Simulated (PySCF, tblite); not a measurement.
**C₄H₇NSSi: geometry, infrared bands and NMR shifts**

Wanted: the infrared bands and NMR shifts of C₄H₇NSSi (`C/N=C\C1=C[SiH2]S1`), by calculation.

The runs use tblite 0.8.0 and PySCF 2.14.0, with density-fitted response routines of our own; the level of theory stands in each step. All values are computed, except where a source is named. Atoms count from 0, in the outputs and in this text.

## Step 1: Starting geometry

14 atoms, charge 0, multiplicity 1; geometry from: force field or distance geometry start.

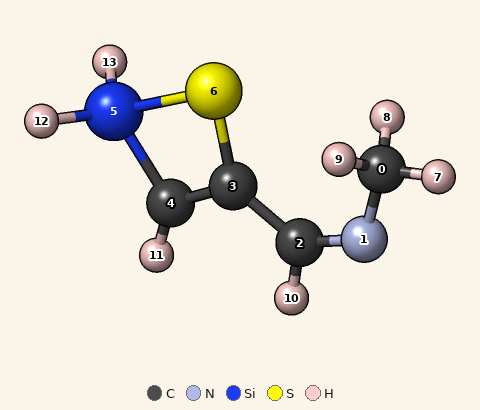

As it starts; carbon dark grey, nitrogen light blue, silicon blue, sulfur yellow, hydrogen pink, atoms numbered.

## Step 2: Geometry optimisation with GFN2-xTB

Job settings and geometry (Å):

```
{"job": {"kind": "relax", "xc": "GFN2-xTB", "basis": "xTB"}, "charge": 0, "multiplicity": 1}
C     -2.483300     0.177700     0.584400
N     -2.025500    -1.025900    -0.069900
C     -0.764600    -1.149900    -0.362000
C      0.395800    -0.216300    -0.192300
C      1.645600    -0.573900    -0.587800
Si     2.555700     0.961700    -0.086400
S      0.590700     1.392500     0.505800
H     -3.562500     0.092600     0.765600
H     -2.019000     0.324500     1.564400
H     -2.355100     1.059100    -0.045500
H     -0.505600    -2.101200    -0.854800
H      2.013800    -1.475300    -1.077400
H      3.021000     1.785600    -1.216700
H      3.492400     0.748300     1.050500
```

Run with:

```sh
$ OMP_NUM_THREADS=1 python probes_run.py task.json out
```

The driver reads the jobs from task.json and runs them one after another.

**Question.** This job is followed by: GFN2-xTB harmonic vibrations, gas phase; GIAO PBE0/pcSseg-1 NMR shielding, non-relativistic, gas phase. What will the session give for the following? strongest single infrared mode (GFN2-xTB); zero-point energy (GFN2-xTB); 13C shifts against TMS (PBE0/pcSseg-1); 1H shifts against TMS (PBE0/pcSseg-1, means over atoms taken as alike); 15N shifts against NH3 (PBE0/pcSseg-1); 29Si shifts against TMS (PBE0/pcSseg-1); 33S shifts against CS2 (PBE0/pcSseg-1).

The runs gave:

| quantity | value |
| --- | --- |
| strongest single infrared mode (GFN2-xTB) | 2346 cm⁻¹, 358 km/mol |
| zero-point energy (GFN2-xTB) | 60.5 kcal/mol |
| 13C shifts against TMS (PBE0/pcSseg-1) | 167.6, 159.7, 128.1, 40.2 ppm |
| 1H shifts against TMS (PBE0/pcSseg-1, means over atoms taken as alike) | 8.04, 5.40, 5.39, 4.27 ppm |
| 15N shifts against NH3 (PBE0/pcSseg-1) | 410.6 ppm |
| 29Si shifts against TMS (PBE0/pcSseg-1) | -31.2 ppm |
| 33S shifts against CS2 (PBE0/pcSseg-1) | -27 ppm |

What this shows: Over 37 steps the energy fell by 0.341 eV; of the close pairs, Si5–S6 changed most, 2.097 to 2.211 Å. No mode is imaginary among the 36: a minimum at this level. Unscaled tight-binding wavenumbers are off by several per cent, some by more. Its intensities can rank the bands wrongly. At PBE0/pcSseg-1: The largest span, 819 ppm, is at N1, where the paramagnetic term is -470 ppm.
